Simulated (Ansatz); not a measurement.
# Ru(0001) film, 5 layers, step: surface scattering

How does Ru(0001) film, 5 layers, step scatter electrons that run along the film?

Main program and level: Ansatz 0.2.0; Ansatz plane-wave DFT, PBE, PAW files; relaxation of the atoms about the surface defect; PAW set soft_1, in the first sound run; inputs show where later runs differ.

## Step 1: The starting structure

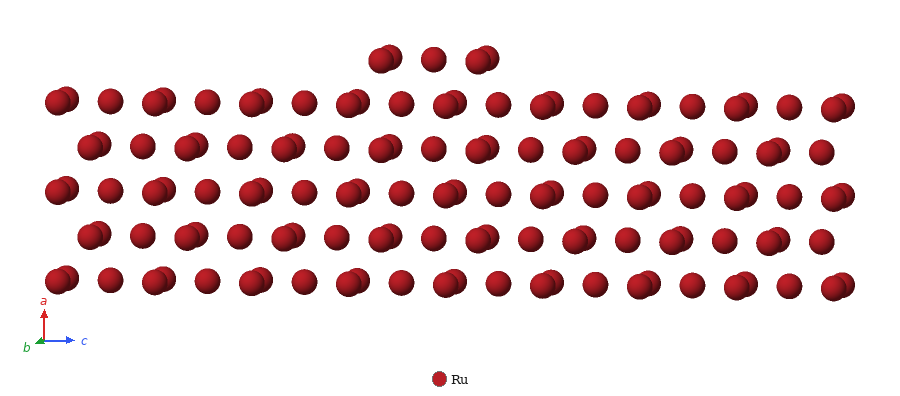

The starting structure, seen from the side, with the c axis across the page (ruthenium red). Some periodic images of atoms are drawn too.

The cell holds 83 atoms: 83 Ru. Its edges and angles: a = 21.705 Å, b = 2.706 Å, c = 37.493 Å, α = 90.0°, β = 90.0°, γ = 90.0°. It derives from Ru. Vacuum lies along a. The structure's axis is c.

## Step 2: Relaxing about the defect

The neighbours of the defect are let go while the lead's layers stay on their sites, since a lead must repeat to 0.01 Å.

The input, input.yaml:

```yaml
crystal:
  lattice:
    - [21.70475, 0.0, 0.0]
    - [0.0, 2.7058, 0.0]
    - [0.0, 0.0, 37.492664601]
  atoms:
    - { symbol: Ru, position: [0.2073278891, 0.0, 0.0] }
    - { symbol: Ru, position: [0.2073278891, 0.5, 0.0625] }
    - { symbol: Ru, position: [0.3059675877, 0.0, 0.0416666667] }
    - { symbol: Ru, position: [0.3059675877, 0.5, 0.1041666667] }
    - { symbol: Ru, position: [0.4046072864, 0.0, 0.0] }
    - { symbol: Ru, position: [0.4046072864, 0.5, 0.0625] }
    - { symbol: Ru, position: [0.5032469851, 0.0, 0.0416666667] }
    - { symbol: Ru, position: [0.5032469851, 0.5, 0.1041666667] }
    - { symbol: Ru, position: [0.6018866838, 0.0, 0.0] }
    - { symbol: Ru, position: [0.6018866838, 0.5, 0.0625] }
    - { symbol: Ru, position: [0.2073278891, 0.0, 0.125] }
    - { symbol: Ru, position: [0.2073278891, 0.5, 0.1875] }
    - { symbol: Ru, position: [0.3059675877, 0.0, 0.1666666667] }
    - { symbol: Ru, position: [0.3059675877, 0.5, 0.2291666667] }
    - { symbol: Ru, position: [0.4046072864, 0.0, 0.125] }
    - { symbol: Ru, position: [0.4046072864, 0.5, 0.1875] }
    - { symbol: Ru, position: [0.5032469851, 0.0, 0.1666666667] }
    - { symbol: Ru, position: [0.5032469851, 0.5, 0.2291666667] }
    - { symbol: Ru, position: [0.6018866838, 0.0, 0.125] }
    - { symbol: Ru, position: [0.6018866838, 0.5, 0.1875] }
    - { symbol: Ru, position: [0.2073278891, 0.0, 0.25] }
    - { symbol: Ru, position: [0.2073278891, 0.5, 0.3125] }
    - { symbol: Ru, position: [0.3059675877, 0.0, 0.2916666667] }
    - { symbol: Ru, position: [0.3059675877, 0.5, 0.3541666667] }
    - { symbol: Ru, position: [0.4046072864, 0.0, 0.25] }
    - { symbol: Ru, position: [0.4046072864, 0.5, 0.3125] }
    - { symbol: Ru, position: [0.5032469851, 0.0, 0.2916666667] }
    - { symbol: Ru, position: [0.5032469851, 0.5, 0.3541666667] }
    - { symbol: Ru, position: [0.6018866838, 0.0, 0.25] }
    - { symbol: Ru, position: [0.6018866838, 0.5, 0.3125] }
    - { symbol: Ru, position: [0.2073278891, 0.0, 0.375] }
    - { symbol: Ru, position: [0.2073278891, 0.5, 0.4375] }
    - { symbol: Ru, position: [0.3059675877, 0.0, 0.4166666667] }
    - { symbol: Ru, position: [0.3059675877, 0.5, 0.4791666667] }
    - { symbol: Ru, position: [0.4046072864, 0.0, 0.375] }
    - { symbol: Ru, position: [0.4046072864, 0.5, 0.4375] }
    - { symbol: Ru, position: [0.5032469851, 0.0, 0.4166666667] }
    - { symbol: Ru, position: [0.5032469851, 0.5, 0.4791666667] }
    - { symbol: Ru, position: [0.6018866838, 0.0, 0.375] }
    - { symbol: Ru, position: [0.6018866838, 0.5, 0.4375] }
    - { symbol: Ru, position: [0.2073278891, 0.0, 0.5] }
    - { symbol: Ru, position: [0.2073278891, 0.5, 0.5625] }
    - { symbol: Ru, position: [0.3059675877, 0.0, 0.5416666667] }
    - { symbol: Ru, position: [0.3059675877, 0.5, 0.6041666667] }
    - { symbol: Ru, position: [0.4046072864, 0.0, 0.5] }
    - { symbol: Ru, position: [0.4046072864, 0.5, 0.5625] }
    - { symbol: Ru, position: [0.5032469851, 0.0, 0.5416666667] }
    - { symbol: Ru, position: [0.5032469851, 0.5, 0.6041666667] }
    - { symbol: Ru, position: [0.6018866838, 0.0, 0.5] }
    - { symbol: Ru, position: [0.6018866838, 0.5, 0.5625] }
    - { symbol: Ru, position: [0.2073278891, 0.0, 0.625] }
    - { symbol: Ru, position: [0.2073278891, 0.5, 0.6875] }
    - { symbol: Ru, position: [0.3059675877, 0.0, 0.6666666667] }
    - { symbol: Ru, position: [0.3059675877, 0.5, 0.7291666667] }
    - { symbol: Ru, position: [0.4046072864, 0.0, 0.625] }
    - { symbol: Ru, position: [0.4046072864, 0.5, 0.6875] }
    - { symbol: Ru, position: [0.5032469851, 0.0, 0.6666666667] }
    - { symbol: Ru, position: [0.5032469851, 0.5, 0.7291666667] }
    - { symbol: Ru, position: [0.6018866838, 0.0, 0.625] }
    - { symbol: Ru, position: [0.6018866838, 0.5, 0.6875] }
    - { symbol: Ru, position: [0.2073278891, 0.0, 0.75] }
    - { symbol: Ru, position: [0.2073278891, 0.5, 0.8125] }
    - { symbol: Ru, position: [0.3059675877, 0.0, 0.7916666667] }
    - { symbol: Ru, position: [0.3059675877, 0.5, 0.8541666667] }
    - { symbol: Ru, position: [0.4046072864, 0.0, 0.75] }
    - { symbol: Ru, position: [0.4046072864, 0.5, 0.8125] }
    - { symbol: Ru, position: [0.5032469851, 0.0, 0.7916666667] }
    - { symbol: Ru, position: [0.5032469851, 0.5, 0.8541666667] }
    - { symbol: Ru, position: [0.6018866838, 0.0, 0.75] }
    - { symbol: Ru, position: [0.6018866838, 0.5, 0.8125] }
    - { symbol: Ru, position: [0.2073278891, 0.0, 0.875] }
    - { symbol: Ru, position: [0.2073278891, 0.5, 0.9375] }
    - { symbol: Ru, position: [0.3059675877, 0.0, 0.9166666667] }
    - { symbol: Ru, position: [0.3059675877, 0.5, 0.9791666667] }
    - { symbol: Ru, position: [0.4046072864, 0.0, 0.875] }
    - { symbol: Ru, position: [0.4046072864, 0.5, 0.9375] }
    - { symbol: Ru, position: [0.5032469851, 0.0, 0.9166666667] }
    - { symbol: Ru, position: [0.5032469851, 0.5, 0.9791666667] }
    - { symbol: Ru, position: [0.6018866838, 0.0, 0.875] }
    - { symbol: Ru, position: [0.6018866838, 0.5, 0.9375] }
    - { symbol: Ru, position: [0.7005263825, 0.0, 0.4166666667] }
    - { symbol: Ru, position: [0.7005263825, 0.5, 0.4791666667] }
    - { symbol: Ru, position: [0.7005263825, 0.0, 0.5416666667] }
kpoints:
  mp_grid: { grid: [1, 9, 1] }
hamiltonian:
  xc: pbe
  pseudopotentials: { kind: paw, azcp: { folder: soft_1 } }
scf:
  occupations: { method: fermi_dirac, width: 0.1 }
relax:
  f_tol: 0.03
  max_steps: 40
  constraints:
    - { sites: [0, 1, 2, 3, 4, 5, 6, 7, 8, 9, 10, 11, 12, 13, 14, 15, 16, 17, 18, 19, 20, 21, 22, 23, 24, 25, 26, 28, 29, 30, 31, 32, 33, 34, 35, 40, 41, 42, 43, 44, 45, 50, 51, 52, 53, 54, 55, 56, 57, 59, 60, 61, 62, 63, 64, 65, 66, 67, 68, 69, 70, 71, 72, 73, 74, 75, 76, 77, 78, 79] }
```

Launch:

```sh
> ansatz run input.yaml --threads 8 --pin off --max-ram 15360MiB --backend cpu --events-out ev --progress --plain --runs-dir out
```

Numbers of over 12 decimals in the logs are rounded to 6 here.

Output:

```text
Engine: ansatz 0.2.0, x86_64-unknown-linux-gnu
Pseudopotentials: kind: paw
Pseudopotential: Ru, paw, valence charge 16, recommended cutoff 420 eV (normal), soft_1/Ru.paw.azcp
Functional definition: PBE
  parameter kappa = 0.804
  parameter beta = 0.066725
  exchange = pbe_x(kappa = kappa, mu = beta*pi^2/3)
  correlation = pbe_c(beta = beta)
Crystal: 83 atoms, lattice volume = 2201.896 Å³
Basis set: ecut = 420 eV, 43297 PW (Γ), exchange–correlation on 300×40×512 points (8 copies of the dense FFT grid, shifted against one another)
Bands: 797, of which v1, the nominal top of the filled ones, is band 664 counted from 1 (663 counted from 0)
Symmetry: 2 space group operations
Space group: Pm (ITA 6), of the structure as read, at distance tolerance 1.3e-4 Å
k-points: 5 of 9
Non-local potential: Ru, projectors of the file, l = 0: 3, l = 1: 2, l = 2: 2, l = 3: 1
PAW form: soft (Blöchl's): semilocal exchange-correlation on the pseudo side does not see the compensation charge
PAW one-centre angular grid: Ru, 590 points (default); XC on 64 Gauss nodes
Initial density: superposition of atomic densities (neutral atoms: chi_scale 0, normalization atom)
Initial wavefunctions: pseudopotential atomic-orbital guess
Functional: x = pbe(κ = 0.804, μ = 0.219515), c = pbe(β = 0.066725)
SCF iter   1: F=—  HF=-487954.677450 eV  |F-HF|=—  |Δ(HF+E_count)|=         —  Δρ=8.42e-2  dr2=2.67e2  ethr=3.10e-3  ⟨swp⟩=7.2  Hψ=15818  notcnv=0  defer=14
preconditioner: auto → LDOS  [metal: Δε(μ)=0.004 eV  Ē_g=4.855 eV  σ=0.100 eV  W_gap=0.01  n_scr=526 (ndim 8)  ℏωp=20.4 eV  f_vac=0.425  D(μ)=85.86/eV (n_scr^D=670)  β→1.0]
SCF iter   2: F=—  HF=-487959.419868 eV  |F-HF|=—  |Δ(HF+E_count)|=    4.74e0  Δρ=8.71e-2  dr2=2.13e2  ethr=3.10e-3  ⟨swp⟩=4.0  Hψ=11031  notcnv=0  defer=44
SCF iter   3: F=—  HF=-487901.060267 eV  |F-HF|=—  |Δ(HF+E_count)|=    5.84e1  Δρ=6.94e-3  dr2=1.89e0  ethr=3.10e-3  ⟨swp⟩=3.0  Hψ=10714  notcnv=0  defer=58
SCF iter   4: F=—  HF=-487901.086747 eV  |F-HF|=—  |Δ(HF+E_count)|=   2.65e-2  Δρ=3.34e-3  dr2=5.22e-1  ethr=1.42e-4  ⟨swp⟩=3.0  Hψ=8535  notcnv=0  defer=58
SCF iter   5: F=—  HF=-487901.000275 eV  |F-HF|=—  |Δ(HF+E_count)|=   8.65e-2  Δρ=9.30e-4  dr2=1.77e-2  ethr=3.93e-5  ⟨swp⟩=2.0  Hψ=5629  notcnv=0  defer=58
SCF iter   6: F=—  HF=-487901.008194 eV  |F-HF|=—  |Δ(HF+E_count)|=   7.92e-3  Δρ=3.52e-4  dr2=4.78e-3  ethr=1.33e-6  ⟨swp⟩=2.4  Hψ=6562  notcnv=0  defer=58
SCF iter   7: F=—  HF=-487901.009669 eV  |F-HF|=—  |Δ(HF+E_count)|=   1.47e-3  Δρ=1.25e-4  dr2=1.01e-3  ethr=3.60e-7  ⟨swp⟩=2.6  Hψ=6567  notcnv=0  defer=58
SCF iter   8: F=—  HF=-487901.009568 eV  |F-HF|=—  |Δ(HF+E_count)|=   1.00e-4  Δρ=5.34e-5  dr2=9.28e-5  ethr=7.58e-8  ⟨swp⟩=2.8  Hψ=7526  notcnv=0  defer=58
SCF iter   9: F=-487901.009609 eV  HF=-487901.009609 eV  |F-HF|=7.09e-8  |Δ(HF+E_count)|=   4.05e-5  Δρ=2.17e-5  dr2=1.41e-5  ethr=1.69e-9  ⟨swp⟩=5.0  Hψ=13284  notcnv=0
SCF 1 converged in 9 iterations: F = -487901.009609 eV  dr2 = 1.41e-5
  greatest PAW one-centre occupation: 1.000 electrons in one spin orbital (limit 2), on the Ru atom at site 37 (counted from 0), in its partial waves of l = 0
relax step   1: F+E_penalty+E_count = -487901.00960866 eV  Δ(F+E_penalty+E_count) = +0.000e0 eV  max|allowed force component| = 9.918e-1 eV/Å  Δτ_max = 0.0000 Å  (9 SCF iters, dr2 threshold 2.25e-5 eV, accepted)
Initial density: handed on by an earlier stage of this run
Initial wavefunctions: those handed on with the density
iter 1 solved again at ethr=2.64e-4 eV; its pass at ethr=3.10e-3 eV (dr2=3.50e0 eV) is discarded
SCF iter   1: F=—  HF=-487901.291143 eV  |F-HF|=—  |Δ(HF+E_count)|=         —  Δρ=6.21e-3  dr2=3.05e0  ethr=2.64e-4  ⟨swp⟩=2.0  Hψ=15822  notcnv=0  defer=47
preconditioner: auto → LDOS  [metal: Δε(μ)=0.010 eV  Ē_g=4.445 eV  σ=0.100 eV  W_gap=0.02  n_scr=526 (ndim 8)  ℏωp=20.4 eV  f_vac=0.431  D(μ)=91.71/eV (n_scr^D=776)  β→1.0]
SCF iter   2: F=—  HF=-487901.201888 eV  |F-HF|=—  |Δ(HF+E_count)|=   8.93e-2  Δρ=2.18e-3  dr2=1.80e-1  ethr=2.30e-4  ⟨swp⟩=2.0  Hψ=6327  notcnv=0  defer=47
SCF iter   3: F=—  HF=-487901.201988 eV  |F-HF|=—  |Δ(HF+E_count)|=   1.00e-4  Δρ=1.56e-3  dr2=9.26e-2  ethr=1.36e-5  ⟨swp⟩=3.0  Hψ=9142  notcnv=0  defer=47
SCF iter   4: F=—  HF=-487901.177679 eV  |F-HF|=—  |Δ(HF+E_count)|=   2.43e-2  Δρ=4.13e-4  dr2=3.88e-3  ethr=6.97e-6  ⟨swp⟩=2.2  Hψ=7216  notcnv=0  defer=47
SCF iter   5: F=—  HF=-487901.175212 eV  |F-HF|=—  |Δ(HF+E_count)|=   2.47e-3  Δρ=8.34e-5  dr2=3.18e-4  ethr=2.92e-7  ⟨swp⟩=3.0  Hψ=7752  notcnv=0  defer=47
SCF iter   6: F=-487901.175285 eV  HF=-487901.175282 eV  |F-HF|=2.85e-6  |Δ(HF+E_count)|=   6.97e-5  Δρ=3.28e-5  dr2=3.79e-5  ethr=4.63e-9  ⟨swp⟩=3.0  Hψ=16879  notcnv=0
SCF 2 converged in 6 iterations: F = -487901.175285 eV  dr2 = 3.79e-5
  greatest PAW one-centre occupation: 1.000 electrons in one spin orbital (limit 2), on the Ru atom at site 39 (counted from 0), in its partial waves of l = 0
relax step   2: F+E_penalty+E_count = -487901.17528451 eV  Δ(F+E_penalty+E_count) = -1.657e-1 eV  max|allowed force component| = 1.016e0 eV/Å  Δτ_max = 0.1959 Å  (6 SCF iters, dr2 threshold 6.15e-5 eV, accepted)
SCF iter   1: F=—  HF=-487901.301497 eV  |F-HF|=—  |Δ(HF+E_count)|=         —  Δρ=2.34e-3  dr2=3.55e-1  ethr=2.87e-4  ⟨swp⟩=6.2  Hψ=9554  notcnv=0  defer=27
preconditioner: auto → LDOS  [metal: Δε(μ)=0.008 eV  Ē_g=4.433 eV  σ=0.100 eV  W_gap=0.02  n_scr=526 (ndim 8)  ℏωp=20.4 eV  f_vac=0.430  D(μ)=92.31/eV (n_scr^D=776)  β→1.0]
SCF iter   2: F=—  HF=-487901.283154 eV  |F-HF|=—  |Δ(HF+E_count)|=   1.83e-2  Δρ=6.93e-4  dr2=3.41e-2  ethr=2.67e-5  ⟨swp⟩=2.0  Hψ=6383  notcnv=0  defer=27
SCF iter   3: F=—  HF=-487901.282208 eV  |F-HF|=—  |Δ(HF+E_count)|=   9.46e-4  Δρ=5.52e-4  dr2=1.25e-2  ethr=2.57e-6  ⟨swp⟩=2.6  Hψ=8165  notcnv=0  defer=27
SCF iter   4: F=—  HF=-487901.279087 eV  |F-HF|=—  |Δ(HF+E_count)|=   3.12e-3  Δρ=1.13e-4  dr2=3.09e-4  ethr=9.38e-7  ⟨swp⟩=2.6  Hψ=7609  notcnv=0  defer=27
SCF iter   5: F=-487901.279042 eV  HF=-487901.279050 eV  |F-HF|=7.32e-6  |Δ(HF+E_count)|=   3.74e-5  Δρ=2.17e-5  dr2=2.55e-5  ethr=4.86e-9  ⟨swp⟩=3.4  Hψ=17674  notcnv=0
SCF 3 converged in 5 iterations: F = -487901.279042 eV  dr2 = 2.55e-5
relax step   3: F+E_penalty+E_count = -487901.27904231 eV  Δ(F+E_penalty+E_count) = -1.038e-1 eV  max|allowed force component| = 1.537e-1 eV/Å  Δτ_max = 0.0827 Å  (5 SCF iters, dr2 threshold 6.45e-5 eV, accepted)
[...]
relax step   4: F+E_penalty+E_count = -487901.28093784 eV  Δ(F+E_penalty+E_count) = -1.896e-3 eV  max|allowed force component| = 2.635e-2 eV/Å  Δτ_max = 0.0088 Å  (5 SCF iters, dr2 threshold 1.48e-6 eV, accepted)
[...]
SCF iter   2: F=—  HF=-487901.280938 eV  |F-HF|=—  |Δ(HF+E_count)|=   1.48e-4  Δρ=2.53e-6  dr2=3.03e-7  ethr=2.58e-11  ⟨swp⟩=3.8  Hψ=9830  notcnv=0  defer=38
SCF iter   3: F=-487901.280938 eV  HF=-487901.280938 eV  |F-HF|=3.57e-8  |Δ(HF+E_count)|=   8.07e-8  Δρ=1.15e-6  dr2=6.22e-8  ethr=7.53e-12  ⟨swp⟩=2.8  Hψ=16249  notcnv=0
SCF 5 converged in 3 iterations: F = -487901.280938 eV  dr2 = 6.22e-8
relax step   5: F+E_penalty+E_count = -487901.28093801 eV  Δ(F+E_penalty+E_count) = -1.739e-7 eV  max|allowed force component| = 2.631e-2 eV/Å  Δτ_max = 0.0000 Å  (3 SCF iters, accepted)
SCF converged after 3 iterations
Free energy (F): -487901.280938 eV
Harris-Foulkes:  -487901.280938 eV  (|F-HF|=3.57e-8)
Internal energy: -487898.229404 eV  (E = F + TS)
E sigma→0 (E₀):  -487899.755171 eV
Entropy (-TS):   -3.051534 eV (-36.765 meV/atom)
Fermi energy:    9.576621 eV
--- Per-component energies (eV) ---
  E_band       = -22733.737337
  E_kinetic    = 38088.035219
  E_local      = -1485845.152444  (includes V_loc(G=0)·N_el)
  E_nonlocal   = 34300.389426
  E_hartree    = 716120.118064
  E_xc         = -14049.470392
  E_vxc        = -17759.984983  (∫ρ·V_xc dr)
  E_paw        = -290636.071443  (= ΣΔE_a)
  E_vpaw       = -23757.302778  (= ΣTr[D̂ρ^β])
  E_aug_tail   = 0.052317  (compensation charges beyond the density's cutoff)
  E_ewald      = 514123.869849
  E_smearing   = -3.051534  (= −TS)
  E_closure    = -0.000000  (closes the sum)
  Σ components = -487901.280938   (vs F -487901.280938, Δ=0.00e0)
--- Forces (eV/Å), atoms counted from 1 ---
  atom   1  Ru     0.54926770     0.00000000    -0.00208727
  atom   2  Ru     0.54775069     0.00000000    -0.00550405
  atom   3  Ru    -0.71738800     0.00000000     0.01459534
  atom   4  Ru    -0.71443552     0.00000000     0.01396636
  atom   5  Ru     0.00577065     0.00000000    -0.02443165
  atom   6  Ru     0.00257923     0.00000000    -0.02307741
  atom   7  Ru     0.71566975     0.00000000     0.01190985
  atom   8  Ru     0.71414964     0.00000000     0.01959679
  atom   9  Ru    -0.54423590     0.00000000    -0.00673127
  atom  10  Ru    -0.54984621     0.00000000    -0.00748227
  atom  11  Ru     0.55191149     0.00000000    -0.00035946
  atom  12  Ru     0.54863050     0.00000000    -0.00212851
  atom  13  Ru    -0.71433355     0.00000000     0.01776961
  atom  14  Ru    -0.70755898     0.00000000     0.00373352
  atom  15  Ru    -0.00083092     0.00000000    -0.02160029
  atom  16  Ru    -0.00315167     0.00000000    -0.02554236
  atom  17  Ru     0.70333039     0.00000000     0.00454931
  atom  18  Ru     0.73331481     0.00000000     0.01200639
  atom  19  Ru    -0.54735479     0.00000000    -0.01440798
  atom  20  Ru    -0.53524971     0.00000000     0.00872541
  atom  21  Ru     0.53881217     0.00000000    -0.00954094
  atom  22  Ru     0.55927022     0.00000000    -0.01435674
  atom  23  Ru    -0.72188855     0.00000000     0.02815002
  atom  24  Ru    -0.65472317     0.00000000    -0.00690607
  atom  25  Ru    -0.00534654     0.00000000    -0.00495643
  atom  26  Ru     0.11827199     0.00000000     0.13132690
  atom  27  Ru     0.69434445     0.00000000    -0.02681662
  atom  28  Ru     0.01700990     0.00000000     0.00009089
  atom  29  Ru    -0.52186804     0.00000000    -0.13668332
  atom  30  Ru    -0.43124530     0.00000000    -0.10134701
  atom  31  Ru     0.58032905     0.00000000    -0.00469344
  atom  32  Ru     0.65401194     0.00000000    -0.01051314
  atom  33  Ru    -0.68319302     0.00000000    -0.02656340
  atom  34  Ru    -0.63679172     0.00000000    -0.02367159
  atom  35  Ru     0.01183654     0.00000000    -0.03598530
  atom  36  Ru     0.04657952     0.00000000    -0.04488929
  atom  37  Ru    -0.00416741     0.00000000    -0.00543046
  atom  38  Ru     0.00849562     0.00000000    -0.00277648
  atom  39  Ru    -0.00240975     0.00000000    -0.02631140
  atom  40  Ru     0.01196557     0.00000000     0.01387467
[...]
atom  72  Ru     0.55022162     0.00000000    -0.00628242
  atom  73  Ru    -0.71678913     0.00000000     0.01496332
  atom  74  Ru    -0.71883484     0.00000000     0.01461300
  atom  75  Ru     0.00105294     0.00000000    -0.02309159
  atom  76  Ru    -0.00116848     0.00000000    -0.02456882
  atom  77  Ru     0.71240951     0.00000000     0.01899756
  atom  78  Ru     0.71233120     0.00000000     0.01627641
  atom  79  Ru    -0.54585834     0.00000000    -0.00017712
  atom  80  Ru    -0.54777741     0.00000000    -0.00402367
  atom  81  Ru     0.00076827     0.00000000     0.00457544
  atom  82  Ru     0.00823577     0.00000000    -0.00505798
  atom  83  Ru    -0.00981483     0.00000000     0.00756874
  max |Σ_I F_I| component: 8.39e-5 eV/Å
--- Relaxed structure (5 steps of the walk, 5 accepted, 0 SCFs on fresh bases) ---
  F+E_penalty+E_count = -487901.28093801 eV   max|allowed force component| = 2.631e-2 eV/Å
  atoms:
    - { symbol: Ru, position: [0.207328, 0.0, 0.0] }
    - { symbol: Ru, position: [0.207328, 0.5, 0.0625] }
    - { symbol: Ru, position: [0.3059675877, 0.0, 0.041667] }
    - { symbol: Ru, position: [0.3059675877, 0.5, 0.1041666667] }
    - { symbol: Ru, position: [0.404607, 0.0, 0.0] }
    - { symbol: Ru, position: [0.404607, 0.5, 0.0625] }
    - { symbol: Ru, position: [0.5032469851, 0.0, 0.041667] }
    - { symbol: Ru, position: [0.5032469851, 0.5, 0.1041666667] }
    - { symbol: Ru, position: [0.601887, 0.0, 0.0] }
    - { symbol: Ru, position: [0.601887, 0.5, 0.0625] }
    - { symbol: Ru, position: [0.207328, 0.0, 0.125] }
    - { symbol: Ru, position: [0.207328, 0.5, 0.1875] }
    - { symbol: Ru, position: [0.3059675877, 0.0, 0.166667] }
    - { symbol: Ru, position: [0.3059675877, 0.5, 0.2291666667] }
    - { symbol: Ru, position: [0.404607, 0.0, 0.125] }
    - { symbol: Ru, position: [0.404607, 0.5, 0.1875] }
    - { symbol: Ru, position: [0.5032469851, 0.0, 0.166667] }
    - { symbol: Ru, position: [0.5032469851, 0.5, 0.2291666667] }
    - { symbol: Ru, position: [0.601887, 0.0, 0.125] }
    - { symbol: Ru, position: [0.601887, 0.5, 0.1875] }
    - { symbol: Ru, position: [0.207328, 0.0, 0.25] }
    - { symbol: Ru, position: [0.207328, 0.5, 0.3125] }
    - { symbol: Ru, position: [0.3059675877, 0.0, 0.2916666667] }
    - { symbol: Ru, position: [0.3059675877, 0.5, 0.3541666667] }
    - { symbol: Ru, position: [0.404607, 0.0, 0.25] }
    - { symbol: Ru, position: [0.404607, 0.5, 0.3125] }
    - { symbol: Ru, position: [0.5032469851, 0.0, 0.2916666667] }
    - { symbol: Ru, position: [0.505544, 0.5, 0.354023] }
    - { symbol: Ru, position: [0.601887, 0.0, 0.25] }
    - { symbol: Ru, position: [0.601887, 0.5, 0.3125] }
    - { symbol: Ru, position: [0.207328, 0.0, 0.375] }
    - { symbol: Ru, position: [0.207328, 0.5, 0.437500] }
    - { symbol: Ru, position: [0.3059675877, 0.0, 0.416667] }
    - { symbol: Ru, position: [0.3059675877, 0.5, 0.4791666667] }
    - { symbol: Ru, position: [0.404607, 0.0, 0.375] }
    - { symbol: Ru, position: [0.404607, 0.5, 0.437500] }
    - { symbol: Ru, position: [0.504632, 0.0, 0.416260] }
    - { symbol: Ru, position: [0.503874, 0.5, 0.479105] }
    - { symbol: Ru, position: [0.603829, 0.0, 0.373672] }
    - { symbol: Ru, position: [0.602679, 0.5, 0.437149] }
[...]
- { symbol: Ru, position: [0.207328, 0.5, 0.937500] }
    - { symbol: Ru, position: [0.3059675877, 0.0, 0.916667] }
    - { symbol: Ru, position: [0.3059675877, 0.5, 0.979167] }
    - { symbol: Ru, position: [0.404607, 0.0, 0.875000] }
    - { symbol: Ru, position: [0.404607, 0.5, 0.937500] }
    - { symbol: Ru, position: [0.5032469851, 0.0, 0.916667] }
    - { symbol: Ru, position: [0.5032469851, 0.5, 0.979167] }
    - { symbol: Ru, position: [0.601887, 0.0, 0.875000] }
    - { symbol: Ru, position: [0.601887, 0.5, 0.937500] }
    - { symbol: Ru, position: [0.697207, 0.0, 0.418807] }
    - { symbol: Ru, position: [0.696889, 0.5, 0.479177] }
    - { symbol: Ru, position: [0.697740, 0.0, 0.539236] }
```

It took 24 min on 8 threads of Intel Xeon at 2.70GHz, shared host; peak memory 10 GiB; 2.8 h of CPU time.

(Continued in part 2 of 2.)

[Logs are printed without paths, hosts, clocks, repeated set-up lines and the standing remarks that a program may print on its own settings, such as how far it seeks lower states.]

[Hosts, paths, dates, database ids (printed as entryN), source tags and the programs' standing remarks are cut or masked in the printed files.]
